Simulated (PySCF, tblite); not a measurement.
# C6H14SSi: geometry, infrared bands and NMR shifts

Wanted: the infrared bands and NMR shifts of C6H14SSi (`C[SiH](C)SC1(C)CC1`), by calculation.

Computed with tblite 0.8.0 and PySCF 2.14.0, with density-fitted response routines of our own, on a single molecule in the gas phase. Atoms are numbered from 0 throughout.

### 1 The molecule as given

22 atoms, charge 0, multiplicity 1; geometry from: force field or distance geometry start.

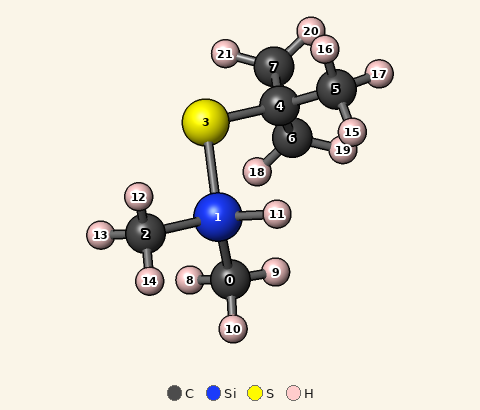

The starting geometry (carbon dark grey, silicon blue, sulfur yellow, hydrogen pink), atoms numbered.

### 2 Relaxing the molecule with GFN2-xTB

What the job is given:

```
{"job": {"kind": "relax", "xc": "GFN2-xTB", "basis": "xTB"}, "charge": 0, "multiplicity": 1}
C     -2.059900    -0.312500     0.981800
Si    -1.417000     0.849100    -0.312800
C     -2.689400     1.280600    -1.554900
S      0.236100    -0.085600    -1.341300
C      1.493100    -0.355000    -0.123200
C      2.196600     0.894300     0.334100
C      1.372200    -1.516100     0.822600
C      2.357200    -1.587900    -0.302100
H     -2.355300    -1.273400     0.548100
H     -1.330000    -0.507000     1.766000
H     -2.954300     0.111700     1.470500
H     -0.909700     2.078200     0.345300
H     -2.302900     1.964600    -2.307200
H     -3.071800     0.393200    -2.073700
H     -3.554800     1.790400    -1.084200
H      1.525400     1.548100     0.914000
H      2.604200     1.462700    -0.508900
H      3.042300     0.650700     0.996800
H      0.502400    -2.163000     0.778200
H      1.770300    -1.405600     1.836600
H      3.404200    -1.526500    -0.066200
H      2.130700    -2.271500    -1.120200
```

On the command line:

```sh
> OMP_NUM_THREADS=1 python probes_run.py task.json out
```

This one command runs all jobs of the session in turn.

The program printed:

```text
step      E/eV     max force
  0    -678.86005    1.865
  1    -678.96889    0.398
  2    -678.98064    0.210
  3    -678.98783    0.190
  4    -678.99373    0.187
  5    -678.99777    0.182
  6    -679.00014    0.127
  7    -679.00156    0.097
  8    -679.00270    0.093
  9    -679.00366    0.073
 10    -679.00434    0.056
 11    -679.00486    0.054
 12    -679.00534    0.063
 13    -679.00582    0.055
 14    -679.00631    0.055
 15    -679.00685    0.061
 16    -679.00750    0.071
 17    -679.00822    0.059
 18    -679.00884    0.061
 19    -679.00926    0.045
 20    -679.00954    0.037
 21    -679.00976    0.030
 22    -679.00996    0.044
 23    -679.01017    0.040
 24    -679.01037    0.042
 25    -679.01058    0.034
 26    -679.01076    0.033
 27    -679.01092    0.031
 28    -679.01104    0.024
 29    -679.01114    0.023
 30    -679.01124    0.024
 31    -679.01134    0.025
 32    -679.01144    0.021
 33    -679.01150    0.017
 34    -679.01155    0.017
 35    -679.01160    0.018
 36    -679.01167    0.022
 37    -679.01174    0.029
 38    -679.01183    0.026
 39    -679.01191    0.020
 40    -679.01199    0.023
 41    -679.01205    0.020
 42    -679.01210    0.014
 43    -679.01215    0.017
 44    -679.01220    0.018
 45    -679.01224    0.015
 46    -679.01228    0.015
 47    -679.01234    0.019
 48    -679.01240    0.019
 49    -679.01247    0.021
 50    -679.01252    0.016
 51    -679.01258    0.018
 52    -679.01264    0.023
 53    -679.01274    0.026
 54    -679.01286    0.029
 55    -679.01298    0.027
 56    -679.01309    0.024
 57    -679.01319    0.026
 58    -679.01330    0.023
 59    -679.01342    0.025
 60    -679.01353    0.023
 61    -679.01365    0.026
 62    -679.01380    0.031
 63    -679.01402    0.033
 64    -679.01425    0.033
 65    -679.01443    0.027
 66    -679.01454    0.026
 67    -679.01464    0.027
 68    -679.01475    0.024
 69    -679.01487    0.028
 70    -679.01500    0.025
 71    -679.01511    0.021
 72    -679.01521    0.022
 73    -679.01531    0.021
 74    -679.01541    0.020
 75    -679.01553    0.024
 76    -679.01568    0.027
 77    -679.01583    0.025
 78    -679.01596    0.022
 79    -679.01607    0.025
 80    -679.01621    0.030
 81    -679.01637    0.035
 82    -679.01655    0.035
 83    -679.01676    0.034
 84    -679.01701    0.037
 85    -679.01732    0.047
 86    -679.01769    0.052
 87    -679.01800    0.045
 88    -679.01804    0.031
 89    -679.01830    0.032
 90    -679.01840    0.028
 91    -679.01865    0.035
 92    -679.01881    0.039
 93    -679.01908    0.033
 94    -679.01932    0.038
 95    -679.01957    0.032
 96    -679.01979    0.035
 97    -679.01995    0.030
 98    -679.02006    0.025
 99    -679.02017    0.022
100    -679.02032    0.028
101    -679.02052    0.040
102    -679.02075    0.037
103    -679.02095    0.030
104    -679.02112    0.032
105    -679.02127    0.040
106    -679.02143    0.038
107    -679.02162    0.025
108    -679.02171    0.024
109    -679.02182    0.029
110    -679.02197    0.032
111    -679.02221    0.036
112    -679.02248    0.032
113    -679.02267    0.026
114    -679.02280    0.026
115    -679.02292    0.023
116    -679.02305    0.027
117    -679.02316    0.019
118    -679.02323    0.018
119    -679.02327    0.017
120    -679.02333    0.018
121    -679.02340    0.021
122    -679.02348    0.018
123    -679.02355    0.017
124    -679.02360    0.016
125    -679.02365    0.022
126    -679.02372    0.024
127    -679.02380    0.017
128    -679.02386    0.015
129    -679.02391    0.014
130    -679.02394    0.019
131    -679.02398    0.016
132    -679.02401    0.012
133    -679.02405    0.012
134    -679.02408    0.013
135    -679.02410    0.013
136    -679.02413    0.011
137    -679.02416    0.013
138    -679.02419    0.015
139    -679.02421    0.013
140    -679.02423    0.009
```

It took 1.4 s on 1 thread of Arm Neoverse V1, shared host.

Relaxation path: (not every step is listed)

```csv
step,energy from step 0 (eV),largest force (eV/Å)
0,0.0000,1.8648
1,-0.1088,0.3981
2,-0.1206,0.2102
3,-0.1278,0.1905
4,-0.1337,0.1867
5,-0.1377,0.1818
6,-0.1401,0.1267
7,-0.1415,0.0968
8,-0.1427,0.0933
20,-0.1495,0.0367
32,-0.1514,0.0209
44,-0.1522,0.0182
56,-0.1530,0.0236
68,-0.1547,0.0236
80,-0.1562,0.0300
92,-0.1588,0.0394
104,-0.1611,0.0322
116,-0.1630,0.0266
128,-0.1638,0.0146
135,-0.1640,0.0131
136,-0.1641,0.0115
137,-0.1641,0.0127
138,-0.1641,0.0148
139,-0.1642,0.0127
140,-0.1642,0.0093
```

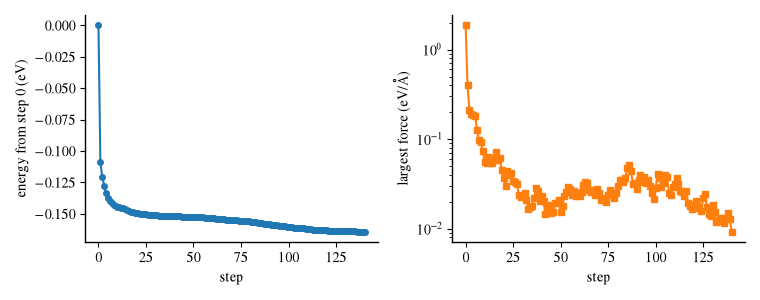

Energy and force, step by step.

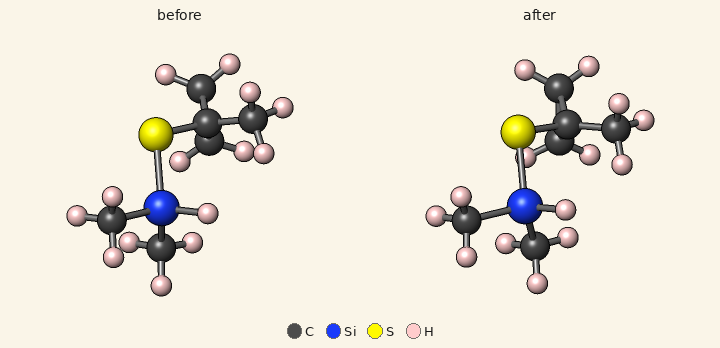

The geometry before (left) and after (right).

Close pairs (by a distance rule), those that changed most:

```csv
bond,before (Å),after (Å),change (Å)
Si1–C2,1.830,1.893,+0.064
C0–Si1,1.854,1.900,+0.046
S3–C4,1.771,1.814,+0.043
C2–H14,1.109,1.085,-0.024
C0–H10,1.104,1.086,-0.018
C4–C7,1.516,1.498,-0.018
Si1–H11,1.484,1.469,-0.014
C6–H19,1.095,1.081,-0.014
```

The next job starts from the end point, and lists it.

### 3 Infrared spectrum with GFN2-xTB

What the job is given:

```
{"job": {"kind": "ir", "xc": "GFN2-xTB", "basis": "xTB"}, "charge": 0, "multiplicity": 1}
C     -1.800513    -0.062871     1.144380
Si    -1.322318     0.986507    -0.365782
C     -2.734931     1.087392    -1.622319
S      0.318491     0.088065    -1.449064
C      1.482999    -0.359995    -0.131699
C      2.075002     0.822637     0.588476
C      1.235049    -1.643906     0.599740
C      2.335724    -1.558793    -0.416252
H     -2.088567    -1.070039     0.854131
H     -0.981284    -0.147983     1.852329
H     -2.641787     0.383237     1.665776
H     -0.902857     2.326368     0.067455
H     -2.443122     1.676898    -2.485640
H     -3.019989     0.102241    -1.980570
H     -3.611562     1.551092    -1.182069
H      1.305193     1.370573     1.130772
H      2.537140     1.499744    -0.127908
H      2.832161     0.492844     1.297597
H      0.359558    -2.220531     0.344033
H      1.500976    -1.690263     1.646263
H      3.359778    -1.546100    -0.073460
H      2.194449    -2.067732    -1.357039
```

The program printed:

```text
mode    cm-1     km/mol
  1      39.0      0.42
  2      66.0      1.47
  3     101.1      0.06
  4     105.7      0.17
  5     139.2      0.16
  6     157.1      0.92
  7     172.3      1.85
  8     176.8      1.86
  9     206.6      9.03
 10     277.2      2.73
 11     294.6      3.35
 12     325.4      1.69
 13     388.1      3.53
 14     487.6     49.35
 15     578.8      1.61
 16     626.6     72.17
 17     642.2    118.35
 18     706.6     42.96
 19     765.5      4.95
 20     800.6      1.17
 21     803.7      3.10
 22     835.8    139.44
 23     837.0    119.75
 24     856.4    296.25
 25     861.6      1.45
 26     900.6      0.12
 27     943.6      3.26
 28     956.7      1.52
 29    1056.1      2.06
 30    1068.2      0.41
 31    1098.2      6.75
 32    1101.8     10.26
 33    1146.6      0.13
 34    1194.6     29.03
 35    1362.7      2.38
 36    1370.9     19.90
 37    1372.9      7.99
 38    1407.6      6.87
 39    1429.3      1.70
 40    1476.3      0.50
 41    1477.3      5.50
 42    1480.6      0.57
 43    1481.4      2.97
 44    1482.6      2.06
 45    1485.5      1.99
 46    1494.7      1.02
 47    2195.6    278.79
 48    3009.6     31.11
 49    3019.4     29.96
 50    3026.1     12.57
 51    3029.0     13.93
 52    3037.2     29.22
 53    3041.7     22.45
 54    3044.2      4.00
 55    3050.5     54.01
 56    3050.8      6.85
 57    3071.5     21.42
 58    3082.4     21.38
 59    3097.4      9.63
 60    3110.2     35.55
```

It took 1.3 s on 1 thread of Arm Neoverse V1, shared host.

Which atoms move in the most intense modes:

```csv
cm⁻¹,km/mol,atoms
488,49.4,"S3 51 %, Si1 30 %"
627,72.2,H11 82 %
642,118.3,H11 88 %
836,139.4,"H12 35 %, Si1 18 %, H13 16 %, C2 14 %"
837,119.8,"H9 29 %, H8 22 %, Si1 14 %, C0 13 %"
856,296.2,"H14 25 %, H10 18 %"
2196,278.8,H11 97 %
3050,54.0,"H14 70 %, H12 12 %"
```

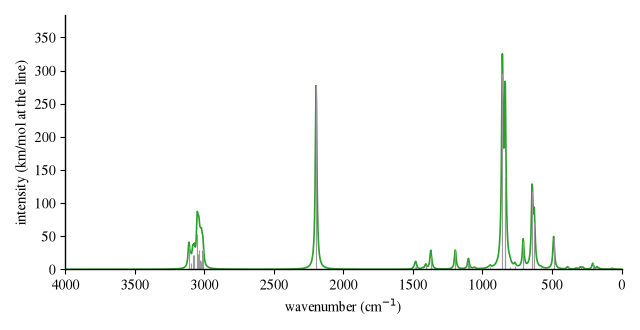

The infrared spectrum from these modes, unscaled. Lines are broadened to a width of 14 cm⁻¹ (Lorentzian).

### 4 Nuclear shieldings: PBE0/pcSseg-1

Settings changed since step 3:

```diff
@@ -1,2 +1,2 @@
-{"job": {"kind": "ir", "xc": "GFN2-xTB", "basis": "xTB"}, "charge": 0, "multiplicity": 1}
+{"job": {"kind": "nmr", "xc": "PBE0", "basis": "pcSseg-1"}, "charge": 0, "multiplicity": 1}
 C     -1.800513    -0.062871     1.144380
```

Level: GIAO PBE0/pcSseg-1 NMR shielding, non-relativistic, gas phase.

The program printed:

```text
coarse grid: 18448 points
cycle   1  E = -924.0371089453  dE =  7.319e-01  |g| = 5.230e-01  |ddm| = 4.131e+00
cycle   2  E = -924.0309761931  dE =  6.133e-03  |g| = 5.560e-01  |ddm| = 9.717e-01
cycle   3  E = -924.1100628272  dE = -7.909e-02  |g| = 3.275e-02  |ddm| = 5.038e-01
cycle   4  E = -924.1102685160  dE = -2.057e-04  |g| = 2.109e-02  |ddm| = 7.889e-02
cycle   5  E = -924.1103861367  dE = -1.176e-04  |g| = 3.388e-03  |ddm| = 3.082e-02
cycle   6  E = -924.1103882999  dE = -2.163e-06  |g| = 1.376e-03  |ddm| = 4.603e-03
final grid: 166128 points
cycle   7  E = -924.1598723768  dE = -5.455e-05  |g| = 9.884e-03  |ddm| = 3.922e-02
cycle   8  E = -924.1598604998  dE =  1.188e-05  |g| = 1.197e-02  |ddm| = 2.029e-02
cycle   9  E = -924.1598968903  dE = -3.639e-05  |g| = 8.342e-04  |ddm| = 1.213e-02
cycle  10  E = -924.1598970500  dE = -1.597e-07  |g| = 2.969e-04  |ddm| = 1.374e-03
cycle  11  E = -924.1598970702  dE = -2.021e-08  |g| = 7.002e-05  |ddm| = 3.319e-04
cycle  12  E = -924.1598970714  dE = -1.251e-09  |g| = 2.239e-05  |ddm| = 1.221e-04
cycle  13  E = -924.1598970715  dE = -1.187e-10  |g| = 3.612e-06  |ddm| = 2.860e-05
converged SCF energy = -924.1598970715

GIAO shielding tensors (ppm)
atom      isotropic    diamagn.    paramagn.     s11        s22        s33       span
  0 C      186.705     256.634     -69.929    180.138    189.273    190.705     10.567
  1 Si     351.933     881.627    -529.695    306.636    369.156    380.005     73.370
  2 C      189.892     253.452     -63.561    185.469    188.224    195.982     10.513
  3 S      550.094    1061.384    -511.290    359.337    479.759    811.185    451.848
  4 C      162.318     251.616     -89.298    135.238    139.864    211.852     76.614
  5 C      157.574     246.446     -88.872    132.837    153.436    186.448     53.611
  6 C      166.110     251.682     -85.572    123.619    175.322    199.389     75.770
  7 C      169.453     258.407     -88.954    127.421    177.761    203.177     75.755
  8 H       31.490      33.278      -1.788     27.712     29.476     37.282      9.571
  9 H       30.853      34.873      -4.019     25.454     30.914     36.191     10.737
 10 H       31.529      30.568       0.962     26.706     28.240     39.642     12.936
 11 H       26.387      30.897      -4.510     22.713     25.143     31.304      8.591
 12 H       31.421      29.775       1.646     26.074     29.247     38.941     12.867
 13 H       31.471      31.079       0.392     26.878     29.846     37.689     10.811
 14 H       31.552      28.508       3.043     26.619     28.405     39.631     13.012
 15 H       29.742      31.968      -2.226     24.526     29.813     34.886     10.360
 16 H       29.693      30.025      -0.332     25.811     26.932     36.336     10.525
 17 H       31.174      31.095       0.079     25.892     28.132     39.497     13.605
 18 H       31.023      33.185      -2.161     26.162     29.090     37.818     11.656
 19 H       31.115      32.746      -1.631     26.190     27.431     39.724     13.534
 20 H       31.164      32.908      -1.745     25.076     27.746     40.670     15.594
 21 H       30.903      33.224      -2.321     24.391     29.040     39.277     14.886
```

Run time: 61 s. Hardware: 1 thread of Arm Neoverse V1, shared host; peak memory 1.1 GiB.

The references, computed at this level on geometries of the same kind, shield at (ppm): 1H TMS 31.72, 13C TMS 186.9, 29Si TMS 349.2, 33S CS2 504. Their shielding less the atom's gives the shift. The references are single molecules in the gas phase. Atoms listed in one row are averaged.

```csv
atoms,environment,σ (ppm),δ (ppm),δ scaled to CDCl3
C5,methyl carbon,157.6,29.4,26.7
C4,three-membered-ring carbon,162.3,24.6,17.7
"C6, C7",three-membered-ring carbon,167.8,19.1,16.8
"C0, C2",methyl carbon bonded to Si,188.3,-1.4,-3.3
H11,"hydrogen on a silicon bonded to 2 C, S",26.39,5.33,–
"H15, H16, H17",hydrogen on a methyl carbon,30.20,1.51,1.53
"H18, H21",hydrogen on a three-membered-ring carbon,30.96,0.75,0.82
"H19, H20",hydrogen on a three-membered-ring carbon,31.14,0.58,0.65
"H8, H9, H10, H12, H13, H14",hydrogen on a methyl carbon bonded to Si,31.39,0.33,0.42
Si1,"silicon bonded to 2 C, S, H",351.9,-2.8,–
S3,"sulfur bonded to C, Si",550,-46,–
```

The scaled column applies a straight-line fit of computed shieldings to shifts measured in CDCl3, with any fitted terms for Cl, Br or S neighbours (root-mean-square error 0.16 ppm for H, 1.9 ppm for C).

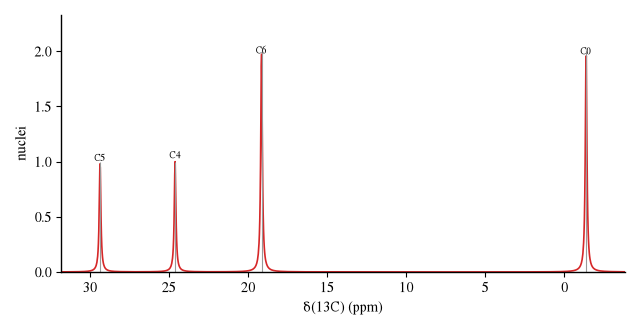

13C lines at the computed shifts, without couplings. Lines are broadened to a width of 0.12 ppm (Lorentzian).

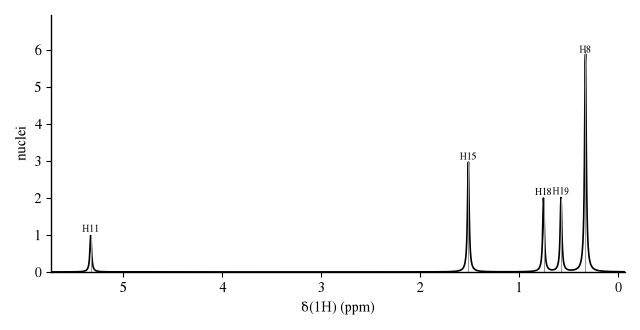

1H lines at the computed shifts, without couplings. Lines are broadened to a width of 0.02 ppm (Lorentzian).

Charges from the same density, by scheme (e):

```csv
atoms,Mulliken,IAO,Hirshfeld,ESP fit
"C0, C2",-0.62,-0.72,-0.21,-0.65
Si1,0.70,0.85,0.35,0.78
S3,-0.20,-0.20,-0.10,-0.46
C4,-0.60,-0.06,0.01,0.48
C5,-0.10,-0.41,-0.12,-0.64
"C6, C7",-0.13,-0.29,-0.09,-0.35
```

Mulliken charges:

C0 -0.62; Si1 0.70; C2 -0.62; S3 -0.20; C4 -0.60; C5 -0.10; C6 -0.13; C7 -0.12; H8 0.14; H9 0.15; H10 0.14; H11 -0.06; H12 0.15; H13 0.15; H14 0.14; H15 0.13; H16 0.13; H17 0.10; H18 0.14; H19 0.12; H20 0.13; H21 0.14

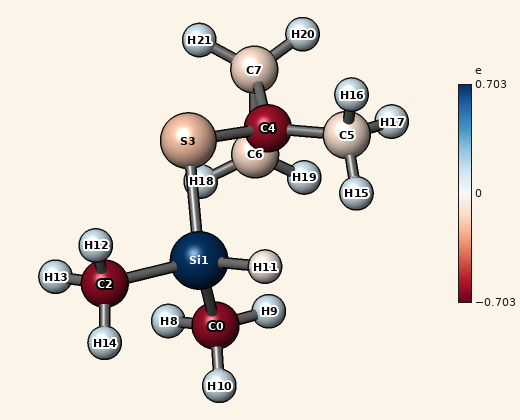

Mulliken charges, as colours on the atoms.

Mayer bond orders: C0–Si1 0.94, Si1–C2 0.97, Si1–S3 0.96, S3–C4 1.05, C4–C5 1.01, C4–C6 0.90, C6–C7 0.96, C7–C4 0.93.

Ring of atoms C4, C6, C7: NICS(0) -43.7, NICS(1) -8.2, NICS(1)zz -21.3 ppm (means of both faces).

In rings of three or four atoms NICS is ruled by the nearby σ bonds, so it says little on aromaticity.

### 5 What came out

```
                                                               quantity                             value
                              strongest single infrared mode (GFN2-xTB)              856 cm⁻¹, 296 km/mol
                                           zero-point energy (GFN2-xTB)                    114.2 kcal/mol
13C shifts against TMS (PBE0/pcSseg-1, means over atoms taken as alike)        29.4, 24.6, 19.1, -1.4 ppm
 1H shifts against TMS (PBE0/pcSseg-1, means over atoms taken as alike)  5.33, 1.51, 0.75, 0.58, 0.33 ppm
                                29Si shifts against TMS (PBE0/pcSseg-1)                          -2.8 ppm
                                 33S shifts against CS2 (PBE0/pcSseg-1)                           -46 ppm
```

Relaxing lowered the energy by 0.164 eV in 140 steps; the close pair that moved most is Si1–C2, from 1.830 to 1.893 Å. No mode is imaginary among the 60: a minimum at this level. The strongest single mode, at 856 cm⁻¹, is spread over many atoms; the largest shares are those of H14, H10. GFN2-xTB is a fitted tight-binding method: band positions and strengths are rough. Its intensities can rank the bands wrongly. At PBE0/pcSseg-1: The largest span, 452 ppm, is at S3, where the paramagnetic term is -511 ppm.
